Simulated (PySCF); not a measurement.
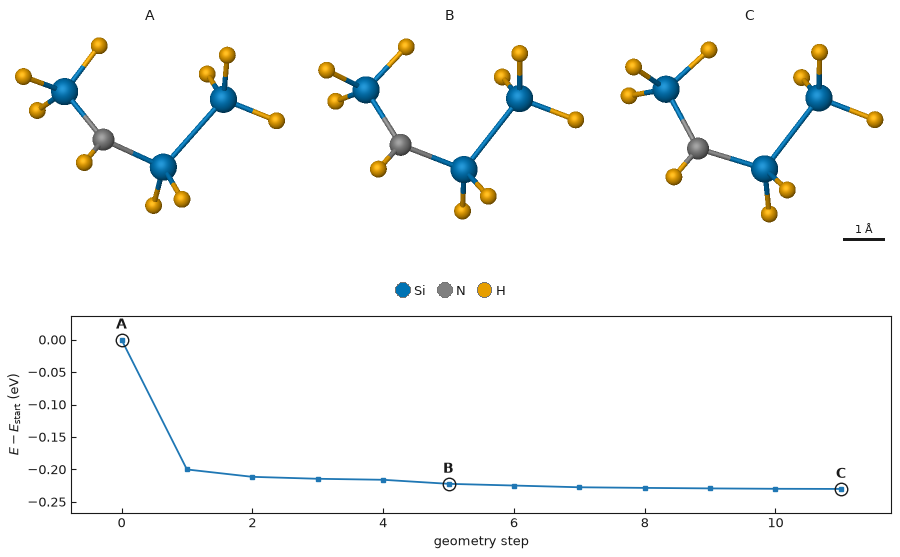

Frames of a relaxation of Si3NH9, marked on the history of the run. The picture is a ball-and-stick view, seen at a tilt.

The start comes from GFN2-xTB. Its atoms were then displaced at random by about 0.01 Å.

Level of theory: PySCF 2.14.0, density-fitted response routines, PBE0-D3(BJ)/def2-SVP geometry optimisation, gas phase. 

### What happens along the run?

The largest move after the best rigid fit is that of an H atom, 0.63 Å. Largest moves by element: H 0.63 Å, N 0.34 Å, Si 0.12 Å. Near-neighbour distances that change, for instance: H–Si 1.432 → 1.497 Å, H–Si 1.449 → 1.501 Å, N–Si 1.699 → 1.739 Å, H–N 0.987 → 1.018 Å. Bond angles that change, for instance: N–Si–H 103.5° → 110.2°, Si–Si–H 113.5° → 108.6°, Si–Si–H 112.5° → 107.8°. Groups turn about N–Si by about 30°, N–Si by about 30°. The energy falls by 0.230 eV in 11 geometry steps. From step 0 to 5: an H atom moves most (0.26 Å), energy −0.222 eV. From step 5 to 11: an H atom moves most (0.41 Å), energy −0.008 eV.
